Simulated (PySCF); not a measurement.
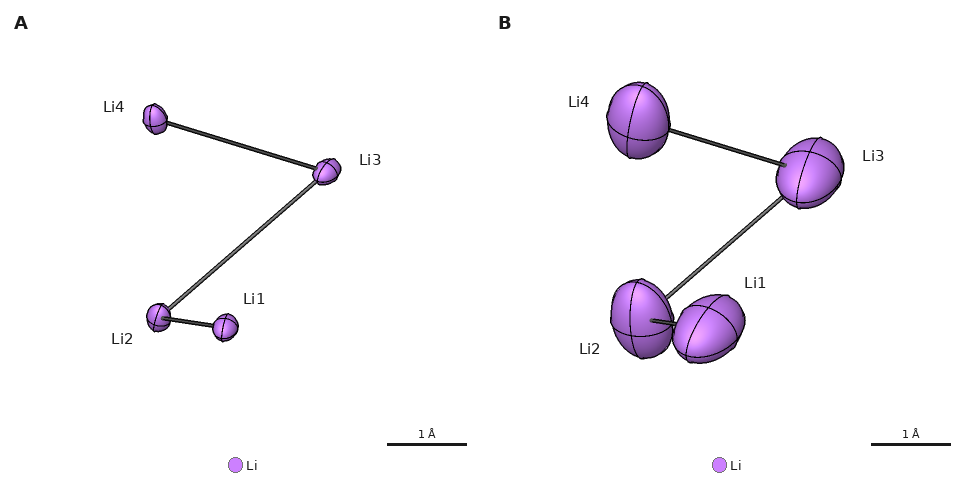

Displacement ellipsoids at the 50 % level, scaled by 1.5, from the internal vibrations of the free molecule (harmonic, no overall translation or rotation; no half-axis is drawn under 0.075 Å). The species is neutral and a spin triplet. Vibrations computed with UKS-based PBE0, Li def2-TZVP; non-relativistic; density fitting (PySCF 2.14.0). One panel is for 0 K (zero-point motion alone), the other for 900 K.

Which panel is for 900 K?

Answer. B.

How much does the mean-square displacement of Li2 grow, and why?

Answer. U_eq goes from 0.0060 to 0.0401 Å², a factor of 6.7. Modes below kT (626 cm⁻¹ at 900 K) grow about in proportion to T, and the lowest lies at 144 cm⁻¹; the mean-square amplitude of a mode is its zero-point value times coth(ħω/2kT), which comes close to 1 only above about 3kT.

This isn't the lowest structure that the search found: a singlet minimum of D2h symmetry lies 19 kJ/mol lower at the level of the geometry.
